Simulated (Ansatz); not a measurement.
# C₂H₆FSi radical: a ladder of functionals and wavefunction methods

How much do the methods differ for C₂H₆FSi radical? The plan is to run it at one geometry with functionals of several rungs and with coupled cluster, and see how far each lands from CCSD(T) at the basis-set limit for the atomisation energy.

Computed with Ansatz 0.2.0, Gaussian basis. Level: functionals in def2-TZVPP, the program's frozen cores in correlated methods.

Plan: LDA (SPW92), PBE-D4, revPBE-D4, BLYP-D4, r2SCAN-D4, B97M-V, PBE0-D4, B3LYP-D4, r2SCANh-D4, r2SCAN0-D4, HSE06-D4, BHLYP-D4, CAM-B3LYP-D4, LC-ωPBE, ωB97X-V, ωB97M-V, B2PLYP, PBE-QIDH; CCSD(T)/def2-SVP; CCSD(T)/def2-TZVPP; MP2/def2-QZVPP; extrapolation to the limit; RPA on PBE.

## Step 1: The geometry

All runs share one geometry, relaxed beforehand with PBE0-D4 in a triple-zeta def2 set.

SMILES `C[Si](C)F`, 10 atoms, charge 0, spin multiplicity 2.

Atoms are counted from 1 here; the program's logs count them from 0.

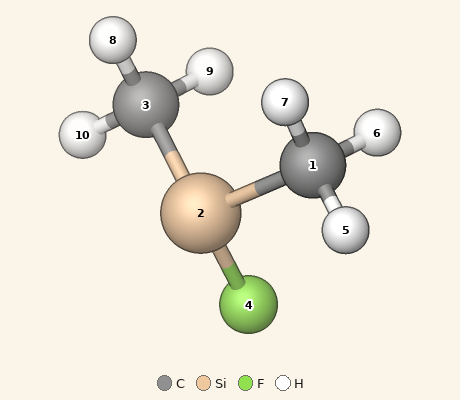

The structure; carbon grey, silicon light orange, fluorine green, hydrogen white; atoms are numbered from 1 in the order of the file.

Geometry (Å):

```
C    -0.7345    1.2100   -0.6514
Si    0.0868   -0.4644   -0.7547
C     0.9929   -0.9085    0.8172
F    -1.0793   -1.5607   -0.9645
H    -1.2854    1.4383   -1.5656
H    -1.4371    1.2305    0.1888
H     0.0122    1.9926   -0.4964
H     1.7938   -0.1913    1.0121
H     0.3000   -0.8928    1.6655
H     1.4337   -1.9049    0.7520
```

## Step 2: LDA

This LDA is Slater exchange with PW92 correlation.

Contents of in.yaml:

```yaml
crystal:
  periodic: [false, false, false]
  atoms:
    - {symbol: C, position_ang: [-0.734500, 1.210047, -0.651410]}
    - {symbol: Si, position_ang: [0.086836, -0.464382, -0.754683]}
    - {symbol: C, position_ang: [0.992897, -0.908533, 0.817190]}
    - {symbol: F, position_ang: [-1.079285, -1.560671, -0.964502]}
    - {symbol: H, position_ang: [-1.285398, 1.438327, -1.565582]}
    - {symbol: H, position_ang: [-1.437082, 1.230466, 0.188762]}
    - {symbol: H, position_ang: [0.012161, 1.992598, -0.496419]}
    - {symbol: H, position_ang: [1.793803, -0.191281, 1.012095]}
    - {symbol: H, position_ang: [0.299988, -0.892843, 1.665460]}
    - {symbol: H, position_ang: [1.433679, -1.904929, 0.751988]}
basis:
  gaussian: {orbitals: def2-TZVPP}
magnetization: {spin_polarized: true, initial_magnetization: 1}
hamiltonian: {xc: lda}
output: {orbitals: {seedname: orbitals}}
```

The run is started by

```bash
$ ansatz run in.yaml --threads 4 --pin off --events-out ev --progress --plain --max-ram 10444MiB
```

Standard output, shortened:

```text
Functional definition: SPW92
  name "SPW92"
  cite "Dirac, Proc. Camb. Phil. Soc. 26, 376 (1930) doi:10.1017/S0305004100016108"
  cite "Slater, Phys. Rev. 81, 385 (1951) doi:10.1103/PhysRev.81.385"
  cite "Perdew & Wang, Phys. Rev. B 45, 13244 (1992) doi:10.1103/PhysRevB.45.13244"
[...]
1158 factors; their error is unknown
[...]
mean field -12699.96011606 eV, -466.7149259229 hartree, gradient 2.4e-5 eV, S^2 0.750920; 0 other end points of the search recorded, 0 dependent functions left out
reference -12699.96015364 eV, -466.7149273039 hartree; 21, 20 occupied and 198, 199 virtual orbitals, 1158 factors
Total energy: -12699.96015364 eV, -466.7149273039 hartree
```

It took 1.1 s on 4 threads of Arm Neoverse V2, shared host; peak memory 0.28 GiB.

Atomisation energy: 43.722 eV (free atoms -12656.238 eV, run apart). HOMO -4.47 eV, LUMO -3.14 eV.

## Step 3: PBE-D4 (GGA)

in.yaml, as its differences from that of step 2:

```diff
@@ -16,3 +16,3 @@
 magnetization: {spin_polarized: true, initial_magnetization: 1}
-hamiltonian: {xc: lda}
-output: {orbitals: {seedname: orbitals}}
+hamiltonian: {xc: pbe, dispersion: d4}
+output: {forces: true, orbitals: {seedname: orbitals}}
```

The command is unchanged.

Standard output, shortened:

```text
Functional definition: PBE
  name "PBE"
  cite "Perdew, Burke & Ernzerhof, Phys. Rev. Lett. 77, 3865 (1996) doi:10.1103/PhysRevLett.77.3865"
  parent pbe
[...]
1158 factors; their error is unknown
[...]
mean field -12759.95885746 eV, -468.9198390009 hartree, gradient 5.1e-5 eV, S^2 0.751491; 0 other end points of the search recorded, 0 dependent functions left out
[...]
Atom 6 at     0.012161     1.992598    -0.496419 Å, force     0.135445     0.152465     0.027158 eV/Å
Atom 7 at     1.793803    -0.191281     1.012095 Å, force     0.153532     0.130460     0.041741 eV/Å
Atom 8 at     0.299988    -0.892843     1.665460 Å, force    -0.131640     0.000831     0.170582 eV/Å
Atom 9 at     1.433679    -1.904929     0.751988 Å, force     0.089162    -0.184921    -0.004141 eV/Å
Dipole moment:     0.155505     0.268369     0.204181 e Å
```

It took 2.4 s on 4 threads of Arm Neoverse V2, shared host; peak memory 0.3 GiB.

With the free atoms at this level, -12720.824 eV in sum, the atomisation energy is 39.311 eV. HOMO -4.51 eV, LUMO -2.69 eV.

## Step 4: revPBE-D4 (GGA)

in.yaml, as its differences from that of step 3:

```diff
@@ -16,3 +16,3 @@
 magnetization: {spin_polarized: true, initial_magnetization: 1}
-hamiltonian: {xc: pbe, dispersion: d4}
-output: {forces: true, orbitals: {seedname: orbitals}}
+hamiltonian: {xc: {name: revPBE}, dispersion: d4}
+output: {orbitals: {seedname: orbitals}}
```

Same command.

Standard output, shortened:

```text
Functional definition: revPBE
  name "revPBE"
  cite "Zhang & Yang, Phys. Rev. Lett. 80, 890 (1998) doi:10.1103/PhysRevLett.80.890"
  cite "Perdew, Burke & Ernzerhof, Phys. Rev. Lett. 77, 3865 (1996) doi:10.1103/PhysRevLett.77.3865"
[...]
1158 factors; their error is unknown
[...]
mean field -12766.50967143 eV, -469.1605769742 hartree, gradient 4.9e-5 eV, S^2 0.751740; 0 other end points of the search recorded, 0 dependent functions left out
reference -12766.50972448 eV, -469.1605789235 hartree; 21, 20 occupied and 198, 199 virtual orbitals, 1158 factors
Total energy: -12767.07067657 eV, -469.1811935325 hartree
```

It took 2.1 s on 4 threads of Arm Neoverse V2, shared host; peak memory 0.3 GiB.

With the free atoms at this level, -12728.567 eV in sum, the atomisation energy is 38.504 eV. HOMO -4.50 eV, LUMO -2.54 eV.

## Step 5: BLYP-D4 (GGA)

in.yaml, as its differences from that of step 4:

```diff
@@ -16,3 +16,3 @@
 magnetization: {spin_polarized: true, initial_magnetization: 1}
-hamiltonian: {xc: {name: revPBE}, dispersion: d4}
+hamiltonian: {xc: {name: BLYP}, dispersion: d4}
 output: {orbitals: {seedname: orbitals}}
```

The command is unchanged.

Standard output, shortened:

```text
Functional definition: BLYP
  name "BLYP"
  cite "Becke, Phys. Rev. A 38, 3098 (1988) doi:10.1103/PhysRevA.38.3098"
  cite "Lee, Yang & Parr, Phys. Rev. B 37, 785 (1988) doi:10.1103/PhysRevB.37.785"
[...]
1158 factors; their error is unknown
[...]
mean field -12768.17318019 eV, -469.2217097932 hartree, gradient 5.1e-5 eV, S^2 0.751143; 0 other end points of the search recorded, 0 dependent functions left out
reference -12768.17353941 eV, -469.2217229945 hartree; 21, 20 occupied and 198, 199 virtual orbitals, 1158 factors
Total energy: -12768.56602370 eV, -469.2361465262 hartree
```

It took 2.1 s on 4 threads of Arm Neoverse V2, shared host; peak memory 0.3 GiB.

With the free atoms at this level, -12729.941 eV in sum, the atomisation energy is 38.625 eV. HOMO -4.33 eV, LUMO -2.78 eV.

## Step 6: r2SCAN-D4 (meta-GGA)

in.yaml, as its differences from that of step 5:

```diff
@@ -16,3 +16,3 @@
 magnetization: {spin_polarized: true, initial_magnetization: 1}
-hamiltonian: {xc: {name: BLYP}, dispersion: d4}
-output: {orbitals: {seedname: orbitals}}
+hamiltonian: {xc: r2scan, dispersion: d4}
+output: {forces: true, orbitals: {seedname: orbitals}}
```

Same command.

Standard output, shortened:

```text
Functional definition: r2SCAN
  name "r2SCAN"
  cite "Furness, Kaplan, Ning, Perdew & Sun, J. Phys. Chem. Lett. 11, 8208 (2020) doi:10.1021/acs.jpclett.0c02405"
  cite "Furness, Kaplan, Ning, Perdew & Sun, J. Phys. Chem. Lett. 11, 9248 (2020) doi:10.1021/acs.jpclett.0c03077"
  parent r2scan
[...]
1158 factors; their error is unknown
[...]
Atom 6 at     0.012161     1.992598    -0.496419 Å, force    -0.035625     0.000675    -0.000735 eV/Å
Atom 7 at     1.793803    -0.191281     1.012095 Å, force    -0.013044    -0.027105     0.019053 eV/Å
Atom 8 at     0.299988    -0.892843     1.665460 Å, force     0.018470    -0.003425    -0.005927 eV/Å
Atom 9 at     1.433679    -1.904929     0.751988 Å, force    -0.003717     0.023632     0.021108 eV/Å
Dipole moment:     0.165554     0.273064     0.199127 e Å
```

It took 5.5 s on 4 threads of Arm Neoverse V2, shared host; peak memory 0.35 GiB.

Atomisation energy: 39.032 eV (free atoms -12727.699 eV, run apart). HOMO -4.86 eV, LUMO -2.21 eV.

## Step 7: B97M-V (meta-GGA)

in.yaml, as its differences from that of step 6:

```diff
@@ -16,3 +16,3 @@
 magnetization: {spin_polarized: true, initial_magnetization: 1}
-hamiltonian: {xc: r2scan, dispersion: d4}
-output: {forces: true, orbitals: {seedname: orbitals}}
+hamiltonian: {xc: {name: B97M-V}}
+output: {orbitals: {seedname: orbitals}}
```

Launched as before.

Standard output, shortened:

```text
Functional definition: B97M-V
  name "B97M-V"
  cite "Mardirossian & Head-Gordon, J. Chem. Phys. 142, 074111 (2015) doi:10.1063/1.4907719"
  cite "Becke, J. Chem. Phys. 107, 8554 (1997) doi:10.1063/1.475007"
  cite "Vydrov & Van Voorhis, J. Chem. Phys. 133, 244103 (2010) doi:10.1063/1.3521275"
  # Of w^i u^j: cxij and so on, Table III.
[...]
  gx(w, u) = cx00 + cx01*u + cx02*u^2 + (cx10 + cx11*u)*w
[...]
  gos(w, u) = cos00 + cos01*u + cos03*u^3 + cos10*w + cos32*w^3*u^2
[...]
      + integral(e_c_pw_mod_opposite_spin*gos(b97_w_opposite, b97_u_opposite)) + vv10(b, c)
1158 factors; their error is unknown
[...]
mean field -12766.82184163 eV, -469.1720490173 hartree, gradient 5.6e-5 eV, S^2 0.751784; 0 other end points of the search recorded, 0 dependent functions left out
reference -12766.82190063 eV, -469.1720511855 hartree; 21, 20 occupied and 198, 199 virtual orbitals, 1158 factors
Total energy: -12766.82190063 eV, -469.1720511855 hartree
```

Run time: 8.5 s. Hardware: 4 threads of Arm Neoverse V2, shared host; peak memory 0.45 GiB.

With the free atoms at this level, -12727.923 eV in sum, the atomisation energy is 38.899 eV. HOMO -4.50 eV, LUMO -2.96 eV.

## Step 8: PBE0-D4 (hybrid)

in.yaml, as its differences from that of step 7:

```diff
@@ -16,3 +16,3 @@
 magnetization: {spin_polarized: true, initial_magnetization: 1}
-hamiltonian: {xc: {name: B97M-V}}
+hamiltonian: {xc: pbe0, dispersion: d4}
 output: {orbitals: {seedname: orbitals}}
```

Launched as before.

Standard output, shortened:

```text
Functional definition: PBE0
  name "PBE0"
  cite "Adamo & Barone, J. Chem. Phys. 110, 6158 (1999) doi:10.1063/1.478522"
  cite "Perdew, Burke & Ernzerhof, Phys. Rev. Lett. 77, 3865 (1996) doi:10.1103/PhysRevLett.77.3865"
  parent pbe
[...]
1161 factors; their error is unknown
[...]
mean field -12761.18004440 eV, -468.9647167934 hartree, gradient 4.5e-5 eV, S^2 0.751550; 0 other end points of the search recorded, 0 dependent functions left out
reference -12761.18007541 eV, -468.9647179327 hartree; 21, 20 occupied and 198, 199 virtual orbitals, 1161 factors
Total energy: -12761.32765527 eV, -468.9701413927 hartree
```

It took 2.8 s on 4 threads of Arm Neoverse V2, shared host; peak memory 0.61 GiB.

Atomisation energy: 38.845 eV (free atoms -12722.483 eV, run apart). HOMO -5.70 eV, LUMO -1.76 eV.

## Step 9: B3LYP-D4 (hybrid)

B3LYP here takes the VWN-RPA correlation.

in.yaml, as its differences from that of step 8:

```diff
@@ -16,3 +16,3 @@
 magnetization: {spin_polarized: true, initial_magnetization: 1}
-hamiltonian: {xc: pbe0, dispersion: d4}
-output: {orbitals: {seedname: orbitals}}
+hamiltonian: {xc: {name: B3LYP}, dispersion: d4}
+output: {forces: true, orbitals: {seedname: orbitals}}
```

Same command.

Standard output, shortened:

```text
Functional definition: B3LYP
  name "B3LYP"
  cite "Stephens, Devlin, Chabalowski & Frisch, J. Phys. Chem. 98, 11623 (1994) doi:10.1021/j100096a001"
  cite "Becke, Phys. Rev. A 38, 3098 (1988) doi:10.1103/PhysRevA.38.3098"
  cite "Lee, Yang & Parr, Phys. Rev. B 37, 785 (1988) doi:10.1103/PhysRevB.37.785"
  cite "Vosko, Wilk & Nusair, Can. J. Phys. 58, 1200 (1980) doi:10.1139/p80-159"
[...]
1161 factors; their error is unknown
[...]
Atom 6 at     0.012161     1.992598    -0.496419 Å, force    -0.047516    -0.025953    -0.006554 eV/Å
Atom 7 at     1.793803    -0.191281     1.012095 Å, force    -0.034854    -0.041627     0.004939 eV/Å
Atom 8 at     0.299988    -0.892843     1.665460 Å, force     0.038233    -0.006304    -0.023951 eV/Å
Atom 9 at     1.433679    -1.904929     0.751988 Å, force    -0.015489     0.052284     0.021845 eV/Å
Dipole moment:     0.178389     0.276341     0.188759 e Å
```

Run time: 3.4 s. Hardware: 4 threads of Arm Neoverse V2, shared host; peak memory 0.61 GiB.

With the free atoms at this level, -12732.047 eV in sum, the atomisation energy is 38.806 eV. HOMO -5.44 eV, LUMO -2.22 eV.

## Step 10: r2SCANh-D4 (hybrid)

in.yaml, as its differences from that of step 9:

```diff
@@ -16,3 +16,3 @@
 magnetization: {spin_polarized: true, initial_magnetization: 1}
-hamiltonian: {xc: {name: B3LYP}, dispersion: d4}
-output: {forces: true, orbitals: {seedname: orbitals}}
+hamiltonian: {xc: {name: r2SCANh}, dispersion: d4}
+output: {orbitals: {seedname: orbitals}}
```

Same command.

Standard output, shortened:

```text
Functional definition: r2SCANh
  name "r2SCANh"
  cite "Bursch, Neugebauer, Ehlert & Grimme, J. Chem. Phys. 156, 134105 (2022) doi:10.1063/5.0086040"
  cite "Furness, Kaplan, Ning, Perdew & Sun, J. Phys. Chem. Lett. 11, 8208 (2020) doi:10.1021/acs.jpclett.0c02405"
  cite "Furness, Kaplan, Ning, Perdew & Sun, J. Phys. Chem. Lett. 11, 9248 (2020) doi:10.1021/acs.jpclett.0c03077"
  parent r2scan
[...]
1158 factors; their error is unknown
[...]
mean field -12766.43316692 eV, -469.1577654850 hartree, gradient 8.7e-5 eV, S^2 0.752352; 0 other end points of the search recorded, 0 dependent functions left out
reference -12766.43317978 eV, -469.1577659576 hartree; 21, 20 occupied and 198, 199 virtual orbitals, 1158 factors
Total energy: -12766.47815848 eV, -469.1594188946 hartree
```

Run time: 5.5 s. Hardware: 4 threads of Arm Neoverse V2, shared host; peak memory 0.66 GiB.

Atomisation energy: 38.852 eV (free atoms -12727.626 eV, run apart). HOMO -5.29 eV, LUMO -1.92 eV.

## Step 11: r2SCAN0-D4 (hybrid)

in.yaml, as its differences from that of step 10:

```diff
@@ -16,3 +16,3 @@
 magnetization: {spin_polarized: true, initial_magnetization: 1}
-hamiltonian: {xc: {name: r2SCANh}, dispersion: d4}
+hamiltonian: {xc: {name: r2SCAN0}, dispersion: d4}
 output: {orbitals: {seedname: orbitals}}
```

Launched as before.

Standard output, shortened:

```text
Functional definition: r2SCAN0
  name "r2SCAN0"
  cite "Bursch, Neugebauer, Ehlert & Grimme, J. Chem. Phys. 156, 134105 (2022) doi:10.1063/5.0086040"
  cite "Furness, Kaplan, Ning, Perdew & Sun, J. Phys. Chem. Lett. 11, 8208 (2020) doi:10.1021/acs.jpclett.0c02405"
  cite "Furness, Kaplan, Ning, Perdew & Sun, J. Phys. Chem. Lett. 11, 9248 (2020) doi:10.1021/acs.jpclett.0c03077"
  parent r2scan
[...]
1161 factors; their error is unknown
[...]
mean field -12766.07450098 eV, -469.1445847548 hartree, gradient 8.4e-5 eV, S^2 0.752329; 0 other end points of the search recorded, 0 dependent functions left out
reference -12766.07451202 eV, -469.1445851608 hartree; 21, 20 occupied and 198, 199 virtual orbitals, 1161 factors
Total energy: -12766.12419377 eV, -469.1464109311 hartree
```

Run time: 5.5 s. Hardware: 4 threads of Arm Neoverse V2, shared host; peak memory 0.67 GiB.

With the free atoms at this level, -12727.528 eV in sum, the atomisation energy is 38.596 eV. HOMO -5.95 eV, LUMO -1.50 eV.

## Step 12: HSE06-D4 (hybrid)

HSE06 is the plane-wave form, built on full-range PBE exchange.

in.yaml, as its differences from that of step 11:

```diff
@@ -16,3 +16,3 @@
 magnetization: {spin_polarized: true, initial_magnetization: 1}
-hamiltonian: {xc: {name: r2SCAN0}, dispersion: d4}
+hamiltonian: {xc: hse06, dispersion: d4}
 output: {orbitals: {seedname: orbitals}}
```

Same command.

Standard output, shortened:

```text
Functional definition: HSE06
  name "HSE06"
  cite "Heyd, Scuseria & Ernzerhof, J. Chem. Phys. 118, 8207 (2003) doi:10.1063/1.1564060"
  cite "Krukau, Vydrov, Izmaylov & Scuseria, J. Chem. Phys. 125, 224106 (2006) doi:10.1063/1.2404663"
  cite "Heyd & Scuseria, J. Chem. Phys. 120, 7274 (2004) doi:10.1063/1.1668634"
  cite "Ernzerhof & Perdew, J. Chem. Phys. 109, 3313 (1998) doi:10.1063/1.476928"
[...]
1161 factors; their error is unknown
106 factors; integrals over basis functions are off by at most 4.2e-7 eV
[...]
mean field -12760.74851433 eV, -468.9488583556 hartree, gradient 5.4e-5 eV, S^2 0.751550; 0 other end points of the search recorded, 0 dependent functions left out
reference -12760.74855566 eV, -468.9488598746 hartree; 21, 20 occupied and 198, 199 virtual orbitals, 1161 factors
Total energy: -12760.88550267 eV, -468.9538925841 hartree
```

It took 3 s on 4 threads of Arm Neoverse V2, shared host; peak memory 0.65 GiB.

Atomisation energy: 38.866 eV (free atoms -12722.020 eV, run apart). HOMO -5.30 eV, LUMO -2.15 eV.

## Step 13: BHLYP-D4 (hybrid)

in.yaml, as its differences from that of step 12:

```diff
@@ -16,3 +16,3 @@
 magnetization: {spin_polarized: true, initial_magnetization: 1}
-hamiltonian: {xc: hse06, dispersion: d4}
+hamiltonian: {xc: {name: BHLYP}, dispersion: d4}
 output: {orbitals: {seedname: orbitals}}
```

Launched as before.

Standard output, shortened:

```text
Functional definition: BHLYP
  name "BHLYP"
  cite "Becke, J. Chem. Phys. 98, 1372 (1993) doi:10.1063/1.464304"
  cite "Becke, Phys. Rev. A 38, 3098 (1988) doi:10.1103/PhysRevA.38.3098"
  cite "Lee, Yang & Parr, Phys. Rev. B 37, 785 (1988) doi:10.1103/PhysRevB.37.785"
[...]
1281 factors; their error is unknown
[...]
mean field -12767.46634209 eV, -469.1957339722 hartree, gradient 2.0e-5 eV, S^2 0.751882; 0 other end points of the search recorded, 0 dependent functions left out
reference -12767.46651817 eV, -469.1957404431 hartree; 21, 20 occupied and 198, 199 virtual orbitals, 1281 factors
Total energy: -12767.67804802 eV, -469.2035140216 hartree
```

Run time: 3.6 s. Hardware: 4 threads of Arm Neoverse V2, shared host; peak memory 0.64 GiB.

With the free atoms at this level, -12729.716 eV in sum, the atomisation energy is 37.962 eV. HOMO -6.74 eV, LUMO -1.04 eV.

## Step 14: CAM-B3LYP-D4 (range-separated)

in.yaml, as its differences from that of step 13:

```diff
@@ -16,3 +16,3 @@
 magnetization: {spin_polarized: true, initial_magnetization: 1}
-hamiltonian: {xc: {name: BHLYP}, dispersion: d4}
+hamiltonian: {xc: {name: CAM-B3LYP}, dispersion: d4}
 output: {orbitals: {seedname: orbitals}}
```

Same command.

Standard output, shortened:

```text
Functional definition: CAM-B3LYP
  name "CAM-B3LYP"
  cite "Yanai, Tew & Handy, Chem. Phys. Lett. 393, 51 (2004) doi:10.1016/j.cplett.2004.06.011"
  cite "Iikura, Tsuneda, Yanai & Hirao, J. Chem. Phys. 115, 3540 (2001) doi:10.1063/1.1383587"
  cite "Becke, Phys. Rev. A 38, 3098 (1988) doi:10.1103/PhysRevA.38.3098"
  cite "Lee, Yang & Parr, Phys. Rev. B 37, 785 (1988) doi:10.1103/PhysRevB.37.785"
[...]
  # Exact exchange under (alpha + beta erf(omega r))/r, Becke's under what is left of 1/r.
[...]
1161 factors; their error is unknown
294 factors; integrals over basis functions are off by at most 9.3e-6 eV
[...]
mean field -12768.09377932 eV, -469.2187918651 hartree, gradient 3.6e-5 eV, S^2 0.751424; 0 other end points of the search recorded, 0 dependent functions left out
reference -12768.09390745 eV, -469.2187965738 hartree; 21, 20 occupied and 198, 199 virtual orbitals, 1161 factors
Total energy: -12768.24249853 eV, -469.2242571955 hartree
```

Wall time 3.3 s (4 threads of Arm Neoverse V2, shared host); peak memory 0.71 GiB.

With the free atoms at this level, -12729.232 eV in sum, the atomisation energy is 39.010 eV. HOMO -6.96 eV, LUMO -0.95 eV.

## Step 15: LC-ωPBE (range-separated)

in.yaml, as its differences from that of step 14:

```diff
@@ -16,3 +16,3 @@
 magnetization: {spin_polarized: true, initial_magnetization: 1}
-hamiltonian: {xc: {name: CAM-B3LYP}, dispersion: d4}
+hamiltonian: {xc: {name: LC-wPBE}}
 output: {orbitals: {seedname: orbitals}}
```

Launched as before.

Standard output, shortened:

```text
Functional definition: LC-wPBE
  name "LC-wPBE"
  cite "Vydrov & Scuseria, J. Chem. Phys. 125, 234109 (2006) doi:10.1063/1.2409292"
  cite "Heyd & Scuseria, J. Chem. Phys. 120, 7274 (2004) doi:10.1063/1.1668634"
  cite "Ernzerhof & Perdew, J. Chem. Phys. 109, 3313 (1998) doi:10.1063/1.476928"
  cite "Perdew, Burke & Ernzerhof, Phys. Rev. Lett. 77, 3865 (1996) doi:10.1103/PhysRevLett.77.3865"
  parent pbe
[...]
1158 factors; their error is unknown
380 factors; integrals over basis functions are off by at most 2.2e-5 eV
[...]
mean field -12764.60910425 eV, -469.0907324184 hartree, gradient 8.6e-5 eV, S^2 0.751788; 0 other end points of the search recorded, 0 dependent functions left out
reference -12764.60910426 eV, -469.0907324187 hartree; 21, 20 occupied and 198, 199 virtual orbitals, 1158 factors
Total energy: -12764.60910426 eV, -469.0907324187 hartree
```

Wall time 2.6 s (4 threads of Arm Neoverse V2, shared host); peak memory 0.41 GiB.

Atomisation energy: 38.795 eV (free atoms -12725.814 eV, run apart). HOMO -8.39 eV, LUMO 0.57 eV.

## Step 16: ωB97X-V (range-separated)

in.yaml, as its differences from that of step 15:

```diff
@@ -16,3 +16,3 @@
 magnetization: {spin_polarized: true, initial_magnetization: 1}
-hamiltonian: {xc: {name: LC-wPBE}}
+hamiltonian: {xc: {name: wB97X-V}}
 output: {orbitals: {seedname: orbitals}}
```

Same command.

Standard output, shortened:

```text
Functional definition: wB97X-V
  name "wB97X-V"
  cite "Mardirossian & Head-Gordon, Phys. Chem. Chem. Phys. 16, 9904 (2014) doi:10.1039/C3CP54374A"
  cite "Becke, J. Chem. Phys. 107, 8554 (1997) doi:10.1063/1.475007"
  cite "Vydrov & Van Voorhis, J. Chem. Phys. 133, 244103 (2010) doi:10.1063/1.3521275"
[...]
      + integral(e_c_pw_opposite_spin*poly(b97_u_opposite, cos0, cos1)) + vv10(b, c)
1161 factors; their error is unknown
283 factors; integrals over basis functions are off by at most 9.6e-6 eV
[...]
mean field -12766.92036391 eV, -469.1756696443 hartree, gradient 7.7e-5 eV, S^2 0.751298; 0 other end points of the search recorded, 0 dependent functions left out
reference -12766.92036273 eV, -469.1756696008 hartree; 21, 20 occupied and 198, 199 virtual orbitals, 1161 factors
Total energy: -12766.92036273 eV, -469.1756696008 hartree
```

Run time: 7.5 s. Hardware: 4 threads of Arm Neoverse V2, shared host; peak memory 0.82 GiB.

With the free atoms at this level, -12728.065 eV in sum, the atomisation energy is 38.856 eV. HOMO -7.87 eV, LUMO -0.05 eV.

[end of part 1 of 2]
